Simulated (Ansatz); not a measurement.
## Molecular dynamics of HfHCl2OF (part 2 of 2)

HfHCl2OF; RKS PBE/def2-SVP (Ansatz 0.2.0). It belongs to a series of runs on one base structure; here: dynamics from the last frame of an earlier run.

Geometry of the input (Å):
```
Hf -0.1304  -0.0265  -0.0182
O  -0.2823  -0.1349  1.9101
H  -0.1222  -0.1001  2.8691
F  1.7183  -0.0044  -0.5100
Cl -1.1333  1.8525  -1.0360
Cl -1.1178  -1.8770  -1.1599
```

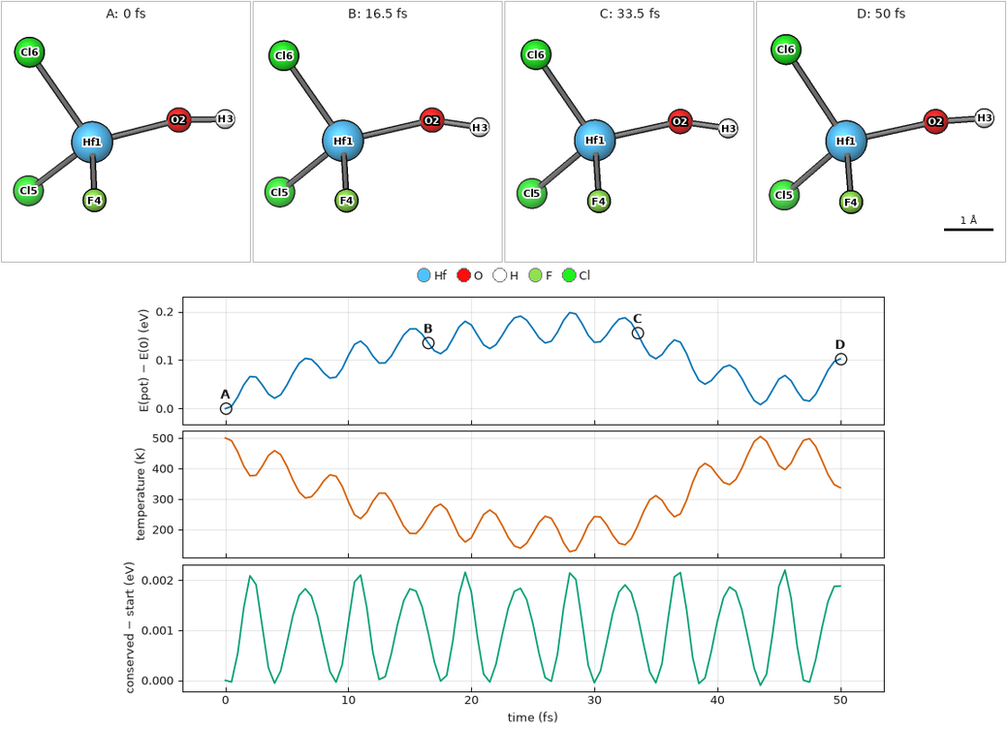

*Frames of the molecular dynamics (ball-and-stick, seen at a tilt) above the curves, on which the letters mark them.*

The trajectory kept here has 101 frames over 50 fs. The temperature starts at 500 K, ranges from 127 to 505 K and averages 316 K over the second half. The potential energy ends 0.103 eV above its first value. The conserved quantity stays within 0.0023 eV. After an unweighted best fit of the last frame on the first, the root-mean-square displacement is 0.08 Å.

```
Total energy: -31114.83927585 eV, -1143.4492529919 hartree
Atom 0 at    -0.158784    -0.026260    -0.027709 Å, force     0.229230    -0.685141     0.419459 eV/Å
Atom 1 at    -0.164739    -0.174983     1.912254 Å, force     0.196892     0.058207     1.343608 eV/Å
Atom 2 at     0.013609    -0.213182     2.916135 Å, force    -0.421660     0.102573    -2.310111 eV/Å
Atom 3 at     1.696060     0.076788    -0.470123 Å, force    -0.160508    -0.082307    -0.021746 eV/Å
Atom 4 at    -1.058021     1.908092    -1.034662 Å, force    -0.111887     0.078126     0.169298 eV/Å
Atom 5 at    -1.095176    -1.956118    -1.137095 Å, force     0.267933     0.528542     0.399491 eV/Å
Dipole moment:    -0.000879     0.020557     0.695475 e Å
```

Trajectory as extended XYZ (Å, eV, eV/Å), 31 of the 101 frames kept, from step=0 to step=100:
```
6
Properties=species:S:1:pos:R:3:forces:R:3 step=0 time_fs=0.0 energy=-31114.94174 temperature=500.0
Hf   -0.1304   -0.0265   -0.0182   -0.0868  -0.4256   0.0084
O    -0.2823   -0.1349    1.9101    0.0797   0.1196  -0.3226
H    -0.1222   -0.1001    2.8691   -0.0916  -0.0291  -0.3034
F     1.7183   -0.0044   -0.5100   -0.1084   0.0197   0.0971
Cl   -1.1333    1.8525   -1.0360    0.0248   0.0899   0.1855
Cl   -1.1178   -1.8770   -1.1599    0.1822   0.2255   0.3350
6
Properties=species:S:1:pos:R:3:forces:R:3 step=3 time_fs=1.5 energy=-31114.89252 temperature=407.6
Hf   -0.1323   -0.0283   -0.0198   -0.0150  -0.2959   0.3955
O    -0.2778   -0.1375    1.9227   -0.3876   0.0268  -3.2017
H    -0.1012   -0.0975    2.8329    0.3894   0.0774   2.2753
F     1.7171   -0.0010   -0.5087   -0.1307   0.0114   0.0880
Cl   -1.1306    1.8533   -1.0377    0.0254   0.0759   0.1861
Cl   -1.1128   -1.8698   -1.1553    0.1184   0.1043   0.2568
6
Properties=species:S:1:pos:R:3:forces:R:3 step=7 time_fs=3.5 energy=-31114.91179 temperature=442.6
Hf   -0.1349   -0.0306   -0.0219    0.0992  -0.0952   0.7904
O    -0.2725   -0.1409    1.9332   -0.2214   0.0671  -2.3142
H    -0.0609   -0.0917    2.8541    0.2187   0.0428   1.1334
F     1.7152    0.0036   -0.5070   -0.1346   0.0003   0.0714
Cl   -1.1270    1.8544   -1.0398    0.0190   0.0702   0.1814
Cl   -1.1061   -1.8600   -1.1491    0.0190  -0.0852   0.1376
6
Properties=species:S:1:pos:R:3:forces:R:3 step=10 time_fs=5.0 energy=-31114.89331 temperature=407.9
Hf   -0.1368   -0.0324   -0.0234    0.1947   0.0728   1.0160
O    -0.2689   -0.1433    1.9372    0.3452   0.1963   0.0698
H    -0.0248   -0.0861    2.9019   -0.3640  -0.0896  -1.3573
F     1.7135    0.0070   -0.5055   -0.1228  -0.0080   0.0565
Cl   -1.1242    1.8553   -1.0412    0.0107   0.0724   0.1754
Cl   -1.1010   -1.8527   -1.1443   -0.0639  -0.2438   0.0396
6
Properties=species:S:1:pos:R:3:forces:R:3 step=13 time_fs=6.5 energy=-31114.83813 temperature=303.4
Hf   -0.1387   -0.0342   -0.0247    0.2879   0.2472   1.2242
O    -0.2649   -0.1455    1.9411    0.5880   0.2520   0.8546
H     0.0040   -0.0824    2.9234   -0.6204  -0.1479  -2.2323
F     1.7118    0.0104   -0.5040   -0.1109  -0.0167   0.0425
Cl   -1.1215    1.8562   -1.0425    0.0036   0.0713   0.1713
Cl   -1.0960   -1.8456   -1.1395   -0.1482  -0.4059  -0.0603
6
Properties=species:S:1:pos:R:3:forces:R:3 step=17 time_fs=8.5 energy=-31114.87894 temperature=379.3
Hf   -0.1411   -0.0366   -0.0262    0.4001   0.4818   1.4892
O    -0.2585   -0.1479    1.9476    0.1663   0.1569  -0.8831
H     0.0234   -0.0819    2.8839   -0.2049  -0.0515  -0.6121
F     1.7093    0.0149   -0.5019   -0.1005  -0.0288   0.0273
Cl   -1.1178    1.8575   -1.0441   -0.0021   0.0614   0.1709
Cl   -1.0894   -1.8365   -1.1331   -0.2589  -0.6198  -0.1921
6
Properties=species:S:1:pos:R:3:forces:R:3 step=20 time_fs=10.0 energy=-31114.83241 temperature=291.4
Hf   -0.1429   -0.0382   -0.0272    0.4783   0.6593   1.6468
O    -0.2533   -0.1495    1.9513   -0.6287  -0.0249  -3.4946
H     0.0323   -0.0830    2.8364    0.5880   0.1309   1.9490
F     1.7072    0.0183   -0.5003   -0.0903  -0.0379   0.0170
Cl   -1.1151    1.8585   -1.0451   -0.0060   0.0528   0.1720
Cl   -1.0847   -1.8301   -1.1285   -0.3414  -0.7801  -0.2902
6
Properties=species:S:1:pos:R:3:forces:R:3 step=23 time_fs=11.5 energy=-31114.81383 temperature=256.3
Hf   -0.1446   -0.0399   -0.0279    0.5595   0.8407   1.7262
O    -0.2489   -0.1510    1.9506   -0.7450  -0.0538  -3.6538
H     0.0527   -0.0815    2.8267    0.6917   0.1533   2.1418
F     1.7051    0.0216   -0.4987   -0.0660  -0.0462   0.0052
Cl   -1.1124    1.8596   -1.0461   -0.0136   0.0522   0.1706
Cl   -1.0801   -1.8241   -1.1240   -0.4266  -0.9463  -0.3900
6
Properties=species:S:1:pos:R:3:forces:R:3 step=27 time_fs=13.5 energy=-31114.83303 temperature=292.0
Hf   -0.1468   -0.0418   -0.0286    0.6698   1.0821   1.7117
O    -0.2443   -0.1532    1.9428    0.3323   0.1781  -0.2728
H     0.0977   -0.0756    2.8702   -0.4187  -0.0975  -1.0689
F     1.7021    0.0259   -0.4965   -0.0133  -0.0557  -0.0130
Cl   -1.1087    1.8611   -1.0472   -0.0292   0.0632   0.1648
Cl   -1.0745   -1.8172   -1.1184   -0.5408  -1.1703  -0.5218
6
Properties=species:S:1:pos:R:3:forces:R:3 step=30 time_fs=15.0 energy=-31114.77742 temperature=187.3
Hf   -0.1484   -0.0432   -0.0289    0.7406   1.2502   1.6552
O    -0.2406   -0.1545    1.9360    0.7272   0.2545   0.9421
H     0.1242   -0.0729    2.8853   -0.8347  -0.1881  -2.1228
F     1.6999    0.0291   -0.4949    0.0259  -0.0623  -0.0250
Cl   -1.1060    1.8622   -1.0479   -0.0401   0.0702   0.1621
Cl   -1.0707   -1.8127   -1.1146   -0.6189  -1.3245  -0.6116
6
Properties=species:S:1:pos:R:3:forces:R:3 step=33 time_fs=16.5 energy=-31114.80634 temperature=241.8
Hf   -0.1498   -0.0444   -0.0289    0.7932   1.3982   1.5817
O    -0.2359   -0.1556    1.9303    0.4920   0.1939   0.4155
H     0.1338   -0.0741    2.8575   -0.6088  -0.1372  -1.4379
F     1.6977    0.0322   -0.4934    0.0576  -0.0689  -0.0334
Cl   -1.1033    1.8634   -1.0486   -0.0483   0.0717   0.1629
Cl   -1.0672   -1.8091   -1.1112   -0.6858  -1.4577  -0.6888
6
Properties=species:S:1:pos:R:3:forces:R:3 step=37 time_fs=18.5 energy=-31114.79705 temperature=224.2
Hf   -0.1516   -0.0457   -0.0287    0.8389   1.5611   1.4323
O    -0.2288   -0.1566    1.9228   -0.7404  -0.0792  -2.4803
H     0.1308   -0.0792    2.7839    0.6228   0.1260   1.6909
F     1.6948    0.0363   -0.4913    0.0922  -0.0771  -0.0402
Cl   -1.0998    1.8650   -1.0492   -0.0567   0.0696   0.1674
Cl   -1.0632   -1.8057   -1.1072   -0.7567  -1.6005  -0.7701
6
Properties=species:S:1:pos:R:3:forces:R:3 step=40 time_fs=20.0 energy=-31114.76935 temperature=172.8
Hf   -0.1529   -0.0464   -0.0283    0.8659   1.6607   1.2313
O    -0.2245   -0.1575    1.9138   -1.0383  -0.1486  -2.8987
H     0.1402   -0.0807    2.7610    0.9125   0.1821   2.3610
F     1.6928    0.0392   -0.4898    0.1250  -0.0818  -0.0453
Cl   -1.0972    1.8663   -1.0496   -0.0657   0.0749   0.1689
Cl   -1.0608   -1.8043   -1.1048   -0.7993  -1.6872  -0.8173
6
Properties=species:S:1:pos:R:3:forces:R:3 step=43 time_fs=21.5 energy=-31114.81800 temperature=264.0
Hf   -0.1540   -0.0470   -0.0278    0.8901   1.7404   0.9391
O    -0.2214   -0.1585    1.9013   -0.0802   0.0343  -0.2683
H     0.1670   -0.0788    2.7836   -0.0661  -0.0218   0.0659
F     1.6909    0.0420   -0.4884    0.1673  -0.0850  -0.0516
Cl   -1.0946    1.8677   -1.0499   -0.0782   0.0890   0.1674
Cl   -1.0588   -1.8039   -1.1029   -0.8330  -1.7568  -0.8526
6
Properties=species:S:1:pos:R:3:forces:R:3 step=47 time_fs=23.5 energy=-31114.75474 temperature=145.9
Hf   -0.1553   -0.0474   -0.0269    0.9024   1.8016   0.4873
O    -0.2173   -0.1597    1.8844    0.7916   0.1811   2.2273
H     0.1980   -0.0774    2.8105   -0.9621  -0.1972  -1.9507
F     1.6887    0.0456   -0.4866    0.2172  -0.0880  -0.0575
Cl   -1.0912    1.8695   -1.0501   -0.0939   0.1077   0.1663
Cl   -1.0570   -1.8050   -1.1011   -0.8553  -1.8051  -0.8727
6
Properties=species:S:1:pos:R:3:forces:R:3 step=50 time_fs=25.0 energy=-31114.77679 temperature=187.7
Hf   -0.1562   -0.0475   -0.0262    0.8881   1.8053   0.1612
O    -0.2131   -0.1604    1.8748    0.5994   0.1274   2.0615
H     0.1997   -0.0808    2.7875   -0.7731  -0.1577  -1.4710
F     1.6873    0.0483   -0.4853    0.2382  -0.0903  -0.0572
Cl   -1.0887    1.8710   -1.0502   -0.1018   0.1146   0.1692
Cl   -1.0562   -1.8071   -1.1005   -0.8508  -1.7992  -0.8637
6
Properties=species:S:1:pos:R:3:forces:R:3 step=53 time_fs=26.5 energy=-31114.80287 temperature=236.7
Hf   -0.1570   -0.0473   -0.0255    0.8566   1.7736  -0.1401
O    -0.2082   -0.1610    1.8679   -0.3215  -0.0538   0.1856
H     0.1860   -0.0874    2.7355    0.1557   0.0153   0.6681
F     1.6862    0.0508   -0.4840    0.2449  -0.0927  -0.0534
Cl   -1.0863    1.8726   -1.0501   -0.1069   0.1160   0.1747
Cl   -1.0560   -1.8104   -1.1003   -0.8288  -1.7584  -0.8349
6
Properties=species:S:1:pos:R:3:forces:R:3 step=57 time_fs=28.5 energy=-31114.74656 temperature=132.5
Hf   -0.1579   -0.0468   -0.0245    0.8069   1.6892  -0.5530
O    -0.2025   -0.1618    1.8585   -1.1577  -0.2076  -1.4099
H     0.1765   -0.0952    2.6967    0.9962   0.1568   2.6056
F     1.6852    0.0540   -0.4825    0.2495  -0.0946  -0.0483
Cl   -1.0832    1.8747   -1.0499   -0.1145   0.1215   0.1799
Cl   -1.0564   -1.8164   -1.1009   -0.7805  -1.6653  -0.7742
6
Properties=species:S:1:pos:R:3:forces:R:3 step=60 time_fs=30.0 energy=-31114.80506 temperature=242.4
Hf   -0.1584   -0.0462   -0.0239    0.7728   1.6021  -0.8912
O    -0.1998   -0.1628    1.8497   -0.2040  -0.0550   1.0413
H     0.1909   -0.0976    2.7249    0.0303  -0.0112   0.4351
F     1.6847    0.0562   -0.4814    0.2590  -0.0944  -0.0472
Cl   -1.0809    1.8765   -1.0496   -0.1232   0.1344   0.1794
Cl   -1.0573   -1.8221   -1.1019   -0.7349  -1.5759  -0.7174
6
Properties=species:S:1:pos:R:3:forces:R:3 step=63 time_fs=31.5 energy=-31114.77153 temperature=181.2
Hf   -0.1588   -0.0453   -0.0233    0.7350   1.4909  -1.1871
O    -0.1975   -0.1638    1.8422    0.6374   0.0639   3.2646
H     0.2063   -0.1002    2.7632   -0.8243  -0.1430  -1.5600
F     1.6846    0.0584   -0.4803    0.2622  -0.0937  -0.0460
Cl   -1.0788    1.8783   -1.0491   -0.1312   0.1471   0.1780
Cl   -1.0587   -1.8288   -1.1033   -0.6791  -1.4651  -0.6495
6
Properties=species:S:1:pos:R:3:forces:R:3 step=67 time_fs=33.5 energy=-31114.78590 temperature=209.9
Hf   -0.1593   -0.0439   -0.0228    0.6700   1.2986  -1.4028
O    -0.1930   -0.1650    1.8390    0.6113   0.0500   3.3552
H     0.2003   -0.1082    2.7643   -0.7988  -0.1290  -1.5520
F     1.6848    0.0611   -0.4790    0.2394  -0.0936  -0.0402
Cl   -1.0760    1.8809   -1.0484   -0.1360   0.1517   0.1798
Cl   -1.0611   -1.8391   -1.1058   -0.5859  -1.2777  -0.5399
6
Properties=species:S:1:pos:R:3:forces:R:3 step=70 time_fs=35.0 energy=-31114.83898 temperature=311.2
Hf   -0.1596   -0.0427   -0.0226    0.6141   1.1259  -1.4152
O    -0.1888   -0.1659    1.8417   -0.2197  -0.0529   1.2244
H     0.1763   -0.1175    2.7278    0.0427  -0.0122   0.4869
F     1.6853    0.0631   -0.4780    0.2025  -0.0941  -0.0334
Cl   -1.0739    1.8829   -1.0477   -0.1351   0.1457   0.1837
Cl   -1.0634   -1.8478   -1.1081   -0.5046  -1.1124  -0.4464
6
Properties=species:S:1:pos:R:3:forces:R:3 step=73 time_fs=36.5 energy=-31114.80008 temperature=241.5
Hf   -0.1597   -0.0413   -0.0226    0.5624   0.9408  -1.3532
O    -0.1848   -0.1668    1.8461   -1.0685  -0.1320  -1.1550
H     0.1533   -0.1271    2.7023    0.8979   0.0846   2.6992
F     1.6861    0.0649   -0.4771    0.1609  -0.0945  -0.0277
Cl   -1.0720    1.8850   -1.0469   -0.1334   0.1387   0.1865
Cl   -1.0660   -1.8572   -1.1107   -0.4193  -0.9377  -0.3498
6
Properties=species:S:1:pos:R:3:forces:R:3 step=77 time_fs=38.5 energy=-31114.88340 temperature=400.7
Hf   -0.1599   -0.0393   -0.0229    0.5083   0.6910  -1.2487
O    -0.1815   -0.1683    1.8503   -0.2850  -0.0228   0.6841
H     0.1481   -0.1376    2.7473    0.1021  -0.0063   0.6320
F     1.6874    0.0672   -0.4760    0.1182  -0.0932  -0.0256
Cl   -1.0696    1.8880   -1.0457   -0.1351   0.1397   0.1834
Cl   -1.0699   -1.8706   -1.1144   -0.3086  -0.7085  -0.2252
6
Properties=species:S:1:pos:R:3:forces:R:3 step=80 time_fs=40.0 energy=-31114.86940 temperature=378.2
Hf   -0.1599   -0.0376   -0.0232    0.4722   0.5003  -1.1221
O    -0.1796   -0.1695    1.8540    0.4480   0.0432   2.6912
H     0.1495   -0.1453    2.8037   -0.6443  -0.0566  -1.5886
F     1.6885    0.0687   -0.4751    0.0870  -0.0916  -0.0258
Cl   -1.0678    1.8904   -1.0446   -0.1365   0.1417   0.1790
Cl   -1.0730   -1.8812   -1.1174   -0.2264  -0.5369  -0.1338
6
Properties=species:S:1:pos:R:3:forces:R:3 step=83 time_fs=41.5 energy=-31114.86044 temperature=363.9
Hf   -0.1598   -0.0359   -0.0237    0.4341   0.3035  -0.9108
O    -0.1771   -0.1706    1.8613    0.5449   0.0557   2.8637
H     0.1380   -0.1542    2.8288   -0.7472  -0.0447  -2.0640
F     1.6897    0.0702   -0.4743    0.0453  -0.0906  -0.0242
Cl   -1.0661    1.8928   -1.0435   -0.1346   0.1363   0.1769
Cl   -1.0763   -1.8922   -1.1205   -0.1425  -0.3602  -0.0416
6
Properties=species:S:1:pos:R:3:forces:R:3 step=87 time_fs=43.5 energy=-31114.93357 temperature=505.1
Hf   -0.1597   -0.0336   -0.0246    0.3818   0.0374  -0.5203
O    -0.1729   -0.1720    1.8764   -0.1670   0.0630   0.1415
H     0.1003   -0.1674    2.8017   -0.0329  -0.0072   0.1384
F     1.6914    0.0721   -0.4733   -0.0259  -0.0900  -0.0193
Cl   -1.0640    1.8962   -1.0417   -0.1266   0.1166   0.1787
Cl   -1.0808   -1.9072   -1.1247   -0.0294  -0.1197   0.0810
6
Properties=species:S:1:pos:R:3:forces:R:3 step=90 time_fs=45.0 energy=-31114.88104 temperature=409.9
Hf   -0.1596   -0.0319   -0.0253    0.3457  -0.1535  -0.2213
O    -0.1699   -0.1729    1.8884   -0.8177   0.1089  -2.6818
H     0.0694   -0.1777    2.7802    0.6179  -0.0196   2.5717
F     1.6927    0.0733   -0.4725   -0.0775  -0.0894  -0.0165
Cl   -1.0625    1.8988   -1.0403   -0.1198   0.1000   0.1801
Cl   -1.0842   -1.9186   -1.1278    0.0514   0.0537   0.1678
6
Properties=species:S:1:pos:R:3:forces:R:3 step=93 time_fs=46.5 energy=-31114.90630 temperature=458.8
Hf   -0.1594   -0.0301   -0.0260    0.3131  -0.3283   0.0135
O    -0.1678   -0.1737    1.8972   -0.5629   0.1411  -2.1222
H     0.0501   -0.1884    2.8080    0.3552  -0.0264   1.7028
F     1.6938    0.0745   -0.4718   -0.1123  -0.0878  -0.0170
Cl   -1.0611    1.9015   -1.0387   -0.1165   0.0913   0.1777
Cl   -1.0876   -1.9300   -1.1308    0.1235   0.2102   0.2451
6
Properties=species:S:1:pos:R:3:forces:R:3 step=97 time_fs=48.5 energy=-31114.88778 temperature=427.3
Hf   -0.1591   -0.0279   -0.0270    0.2676  -0.5388   0.2487
O    -0.1661   -0.1745    1.9053    0.1359   0.0810   0.9189
H     0.0333   -0.2033    2.8880   -0.3569   0.0593  -1.6544
F     1.6952    0.0759   -0.4708   -0.1397  -0.0845  -0.0205
Cl   -1.0593    1.9052   -1.0365   -0.1151   0.0867   0.1713
Cl   -1.0920   -1.9451   -1.1345    0.2083   0.3963   0.3359
6
Properties=species:S:1:pos:R:3:forces:R:3 step=100 time_fs=50.0 energy=-31114.83920 temperature=337.1
Hf   -0.1588   -0.0263   -0.0277    0.2292  -0.6851   0.4195
O    -0.1647   -0.1750    1.9123    0.1969   0.0582   1.3436
H     0.0136   -0.2132    2.9161   -0.4217   0.1026  -2.3101
F     1.6961    0.0768   -0.4701   -0.1605  -0.0823  -0.0217
Cl   -1.0580    1.9081   -1.0347   -0.1119   0.0781   0.1693
Cl   -1.0952   -1.9561   -1.1371    0.2679   0.5285   0.3995
```
